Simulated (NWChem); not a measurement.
# UPBE0/def2-SVP (core potential) run of InNH2Cl (SMILES [NH2][In][Cl])

What is the vertical ionisation energy of InNH2Cl at UPBE0/def2-SVP (core potential)? 

Program for the calculation: NWChem 7.3.0.

2 further runs of the same task are left out: 2 that didn't finish.

**1. Starting point**

InNH2Cl: 5 atoms, total charge 0, spin state doublet. SMILES: `[NH2][In][Cl]`. Geometry: relaxed at PBE0-D4/def2-TZVP. This is one conformer, not always the lowest.

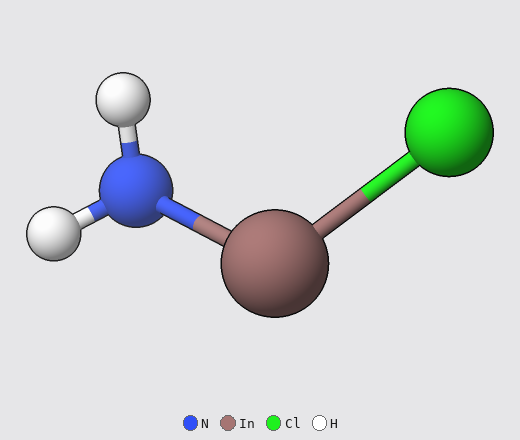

Viewed from a chosen angle; nitrogen blue, indium brown, chlorine green, hydrogen white.

**2. A single-point energy at UPBE0/def2-SVP (core potential)**

sp.nw reads:

```
start sp
memory total 2200 mb

geometry units angstroms noautosym nocenter noautoz
  N    -0.142600    0.808600   -0.493900
  In   -0.411600   -1.217800   -0.153300
  Cl    1.391500   -2.211500    1.018700
  H    -0.999700    1.283800   -0.756700
  H     0.212300    1.263200    0.343800
end

basis spherical bse
  * library def2-SVP
end

ecp bse
  In library def2-SVP
end

dft
  xc pbe0
  mult 2
  grid coarse
  convergence energy 1e-08
  maxiter 100
  mulliken
  print low
end

task dft energy
```

On the command line:

```
nwchem sp.nw > sp.out
```

Standard output:

```text
[...]
 d= 0,ls=0.0,diis     1   -705.8406387946 -8.61D+02  1.25D-02  1.14D-01     0.9
[...]
 d= 0,ls=0.0,diis    12   -705.9154982460 -1.57D-09  5.00D-07  2.54D-10     7.2
[...]
         Total DFT energy =     -705.915498246032
      One electron energy =    -1354.903851221594
           Coulomb energy =      546.730788425361
    Exchange-Corr. energy =      -52.458965190167
 Nuclear repulsion energy =      154.716529740367
[...]
      Total Density - Mulliken Population Analysis
     ---------------------------------------------
    Atom       Charge   Shell Charges
 -----------   ------   -------------------------------------------------------
    1 N    7     7.41   1.99  1.01  0.52  2.33  1.55  0.01
    2 In  21    20.54  -0.60  2.60  1.00  0.39  2.77  3.23  0.76  0.25  9.65  0.48
    3 Cl  17    17.32   2.00  1.99  1.25  0.72  5.93  2.11  3.32  0.01
    4 H    1     0.86   0.71  0.11  0.05
    5 H    1     0.86   0.71  0.11  0.05
[...]
      <S2> =      0.7569 (Exact =     0.7500)
[...]
```

Run time: 7.8 s. Hardware: 1 thread of Intel Xeon 6975P-C (Granite Rapids), shared host; peak memory 0.11 GiB.

**3. The singlet cation, same level**

job.nw reads:

```
start job
title "ClH2InN"
memory 2200 mb
charge 1
geometry units angstroms noautosym nocenter noautoz
   N     -0.142600     0.808600    -0.493900
   In    -0.411600    -1.217800    -0.153300
   Cl     1.391500    -2.211500     1.018700
   H     -0.999700     1.283800    -0.756700
   H      0.212300     1.263200     0.343800
end
basis "ao basis" spherical bse
   * library def2-SVP
end
ecp bse
   In library def2-SVP
end
dft
   xc pbe0
   mult 1
   grid coarse
   convergence energy 1e-08
   maxiter 100
   mulliken
   print low
end
task dft energy
```

On the command line:

```
nwchem job.nw > job.out
```

Standard output:

```text
[...]
 d= 0,ls=0.0,diis     1   -705.4362831809 -8.60D+02  3.92D-02  1.38D+00     0.8
[...]
 d= 0,ls=0.0,diis    13   -705.6053946738 -5.62D-10  1.94D-07  3.49D-11     6.4
         Total DFT energy =     -705.605394673814
      One electron energy =    -1343.392010324542
           Coulomb energy =      535.206865052957
    Exchange-Corr. energy =      -52.136779142596
 Nuclear repulsion energy =      154.716529740367
[...]
      Total Density - Mulliken Population Analysis
     ---------------------------------------------
    Atom       Charge   Shell Charges
 -----------   ------   -------------------------------------------------------
    1 N    7     7.28   1.99  1.04  0.51  2.30  1.44  0.01
    2 In  21    20.04  -0.60  2.60  0.98  0.14  2.77  3.24  0.66  0.13  9.68  0.46
    3 Cl  17    17.07   2.00  1.99  1.29  0.68  5.93  2.09  3.08  0.01
    4 H    1     0.80   0.69  0.07  0.05
    5 H    1     0.80   0.69  0.06  0.05
[...]
```

Run time: 6.9 s. Hardware: 1 thread of Intel Xeon 6975P-C (Granite Rapids), shared host; peak memory 0.11 GiB.

**4. Outcome**

Level: UPBE0/def2-SVP (core potential).

| quantity | value |
| --- | --- |
| doublet InNH2Cl: total energy | -705.91550 Eh |
| doublet InNH2Cl: ⟨S²⟩ | 0.757 |
| singlet cation: total energy | -705.60539 Eh |
| vertical ionisation energy (to the singlet cation) | 8.438 eV |

What this shows: The vertical ionisation energy comes to 8.44 eV (814 kJ/mol). Only the singlet of the ionised species was computed; a triplet could lie lower. Mulliken charges (doublet InNH2Cl) run from -0.41 on N1 to +0.46 on In2.
